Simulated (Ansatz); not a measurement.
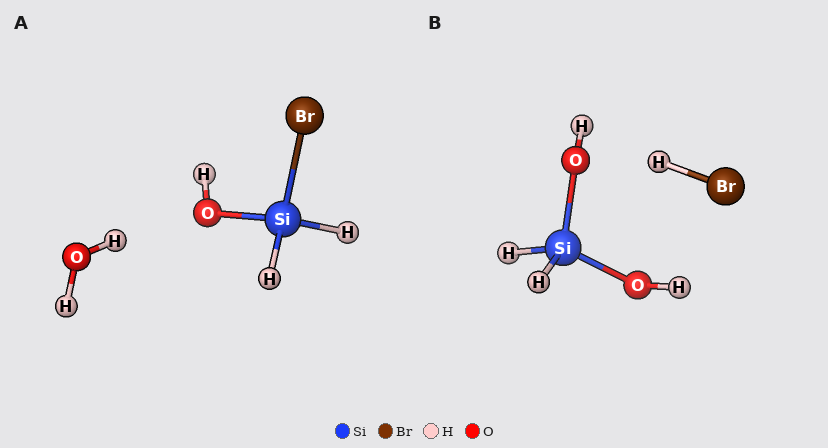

2 stationary structures of one formula. Geometries: PBE0-D4/def2-TZVP. Electronic energies: CCSD(T)/CBS (MP2 limit from def2-TZVPP and def2-QZVPP plus CCSD(T) − MP2) (Ansatz 0.2.0), without zero-point energy. Each is one conformer, not always the lowest.

Which structure is the most stable?

Answer. B is lowest (a minimum); A lies 0.104 eV above it (a minimum).

Give E(B) − E(A) in eV at these levels too: RHF-CCSD(T) (frozen core)/def2-TZVPP; B3LYP-D4/6-31G; direct RPA on PBE orbitals (frozen core)/def2-TZVPP; BLYP-D4/def2-TZVPP; RHF-MP2 (frozen core)/def2-QZVPP; PBE-D4/def2-TZVPP; PBE0-D4/def2-SVP; CCSD(T)/CBS (MP2 limit from def2-TZVPP and def2-QZVPP plus CCSD(T) − MP2).

| level | E(B) − E(A) (eV) |
| --- | --- |
| RHF-CCSD(T) (frozen core)/def2-TZVPP | −0.157 |
| B3LYP-D4/6-31G | −0.112 |
| direct RPA on PBE orbitals (frozen core)/def2-TZVPP | −0.162 |
| BLYP-D4/def2-TZVPP | −0.189 |
| RHF-MP2 (frozen core)/def2-QZVPP | −0.111 |
| PBE-D4/def2-TZVPP | −0.107 |
| PBE0-D4/def2-SVP | −0.183 |
| CCSD(T)/CBS (MP2 limit from def2-TZVPP and def2-QZVPP plus CCSD(T) − MP2) | −0.104 |
